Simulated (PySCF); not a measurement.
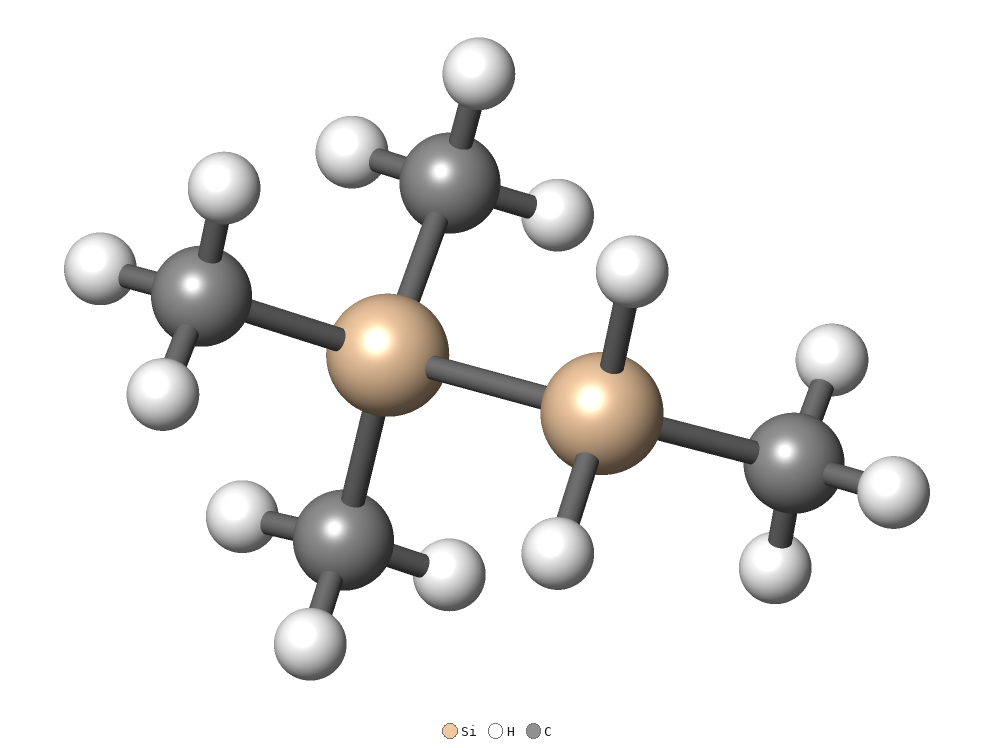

Figure made from data computed with PySCF.

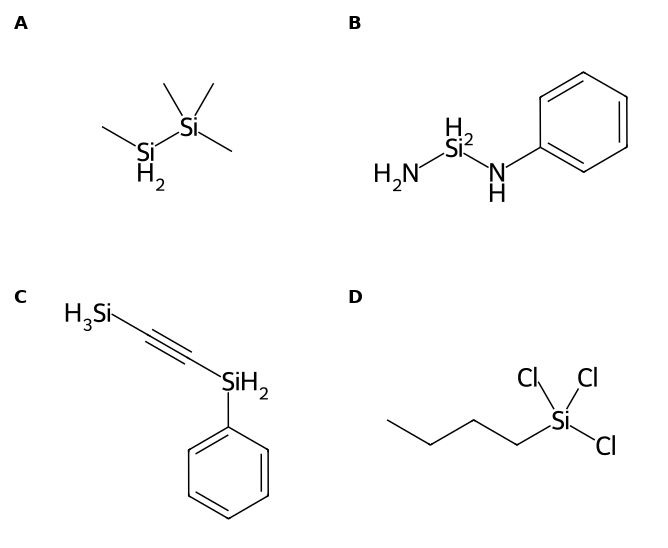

Question: The first picture shows one of the molecules drawn in the second. Which?

Answer: A, `C[SiH2][Si](C)(C)C`.
